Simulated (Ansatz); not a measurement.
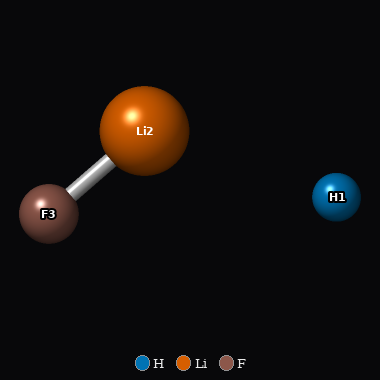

The system is H + LiF, spin multiplicity 2; the picture shows the reference structure. The first coordinate is: distance H1–Li2; the second: distance Li2–F3. Nothing is relaxed (the angle H1–Li2–F3 is fixed at 120 degrees). Grid: 17 × 17 points. Points are written as (first, second). Energies: kJ/mol, counted from the lowest grid point. In part of the range the unrestricted reference is strongly spin-contaminated. All numbers below come from UHF/aug-cc-pVTZ (Ansatz).

Its coordinates:

```xyz
3

H    -2.5010    0.0000    0.0000
Li    0.0000    0.0000    0.0000
F     0.7790    1.3493    0.0000
```

Range: distance H1–Li2 from 1.272 to 3.272 Å; distance Li2–F3 from 1.504 to 3.504 Å.

> Predict the map.

The lowest grid point is at (2.501 Å, 1.558 Å). The highest grid point, (3.272 Å, 3.504 Å), lies 367 kJ/mol above the lowest.

| distance Li2–F3 ↓, distance H1–Li2 → | 1.326 | 1.499 | 1.713 | 1.955 | 2.219 | 2.501 | 2.799 | 3.111 |
| --- | --- | --- | --- | --- | --- | --- | --- | --- |
| 3.343 | 268 | 237 | 236 | 259 | 297 | 335 | 347 | 349 |
| 3.031 | 267 | 236 | 234 | 258 | 295 | 300 | 301 | 303 |
| 2.733 | 265 | 234 | 232 | 251 | 247 | 247 | 248 | 250 |
| 2.451 | 263 | 231 | 205 | 192 | 188 | 188 | 189 | 190 |
| 2.187 | 218 | 171 | 142 | 129 | 125 | 125 | 125 | 126 |
| 1.945 | 156 | 109 | 81 | 68 | 64 | 63 | 64 | 65 |
| 1.731 | 108 | 63 | 35 | 22 | 17 | 17 | 17 | 18 |
| 1.558 | 91 | 46 | 18 | 5 | 1 | 0 | 0 | 1 |

The table holds every second grid line.

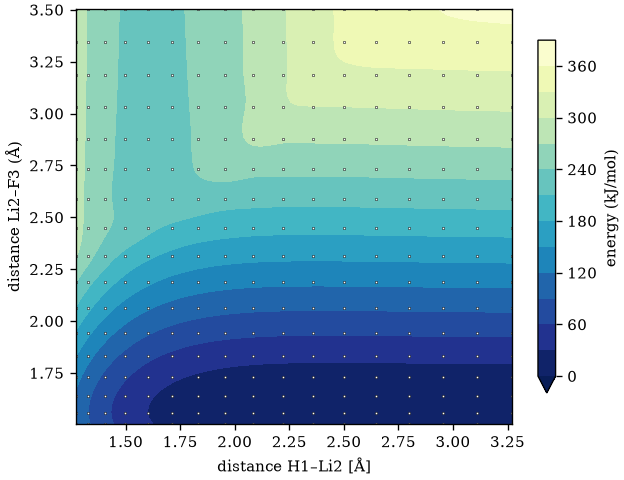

The picture shows filled contours, dots at the grid points. Between grid points the surface is interpolated.

Each point was launched as `ansatz run input.yaml --threads 1 --pin off --max-ram 2560MiB --backend cpu --events-out ev --progress --plain --runs-dir out`. The whole map (289 points run) took 10 min on 1 thread of Arm Neoverse V2, with other jobs on the host.
